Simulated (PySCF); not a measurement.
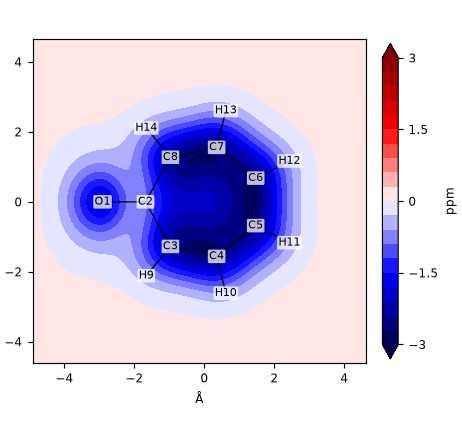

Figure. C7H6O, SMILES `O=C1C=CC=CC=C1`. Isotropic NICS 1.7 Å above the plane of the 7-membered ring C2/C3/C4/C5/C6/C7/C8; GIAO shieldings; atoms are projected onto the map; negative values mean shielding.

PySCF calculation, PBE0/6-31G*, gas phase; geometry: GFN2-xTB. No frequency check shows the geometry to be a minimum.

Cartesian coordinates (Å):

```
O1       2.5450   -0.0001    0.0000
C2       1.3195    0.0000    0.0000
C3       0.6050    1.2744    0.0000
C4      -0.7156    1.5581    0.0000
C5      -1.8318    0.6784    0.0000
C6      -1.8319   -0.6783    0.0000
C7      -0.7157   -1.5581    0.0000
C8       0.6049   -1.2745    0.0000
H9       1.2941    2.1117    0.0000
H10     -0.9794    2.6100    0.0000
H11     -2.7978    1.1680    0.0000
H12     -2.7980   -1.1678    0.0000
H13     -0.9796   -2.6099    0.0000
H14      1.2939   -2.1118    0.0000
```

### Classify the ring and give its NICS values.

It is neither clearly diatropic nor paratropic (non-aromatic): NICS(0) = +1.3, NICS(1) = −2.4, NICS(1)zz = −5.0 ppm.
